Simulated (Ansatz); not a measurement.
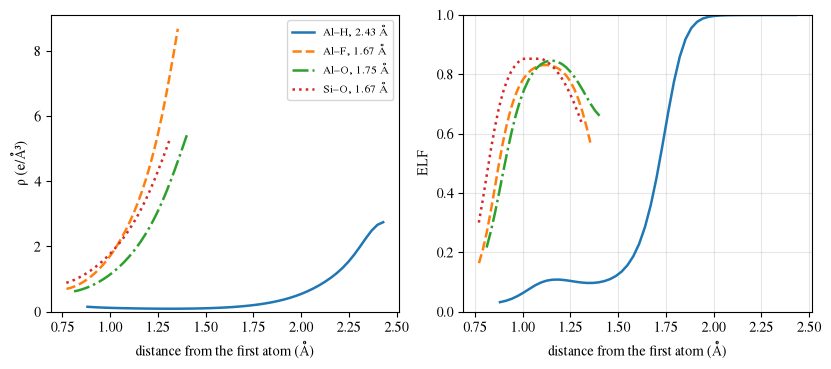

*AlFH₄OSi···H₂. Electron density and ELF along straight lines between neighbouring atoms. The curves leave out the atomic cores.*

Not at a stationary point (largest force 1.7 eV/Å).

Computed with RKS PBE-D4/6-31G* (Ansatz).

```xyz
10

Al    0.0720   -0.2868   -0.4110
H     0.0224   -0.0587    2.3376
F     1.6050    0.3503   -0.5595
H    -1.1799    0.5933   -0.8214
O    -0.0727   -1.9385    0.1588
Si   -0.7402   -3.4311   -0.1576
H     0.3254   -4.4879   -0.1251
H    -1.7786   -3.7670    0.8758
H    -1.3917   -3.4654   -1.5163
H    -0.0209   -0.6796    1.9853
```

**Compare the contacts.**

Al1···H10 (2.43 Å): the density falls to about 0.09 e/Å³ on the way; the ELF climbs to about 1 towards the hydrogen.
Al–F (1.67 Å): ρ is about 0.83 e/Å³ halfway; the ELF peaks at about 0.85 in the valence shell of F, 0.5 Å from its nucleus, and is about 0.35 at the midpoint.
Al–O (1.75 Å): the density is about 0.73 e/Å³ at the midpoint; the ELF peaks at about 0.85 in the valence shell of O, 0.6 Å from its nucleus, and is about 0.40 at the midpoint.
Si–O (1.67 Å): ρ at the midpoint is about 1 e/Å³; the ELF peaks at about 0.85 between the atoms, as expected for a shared but strongly polarised pair.
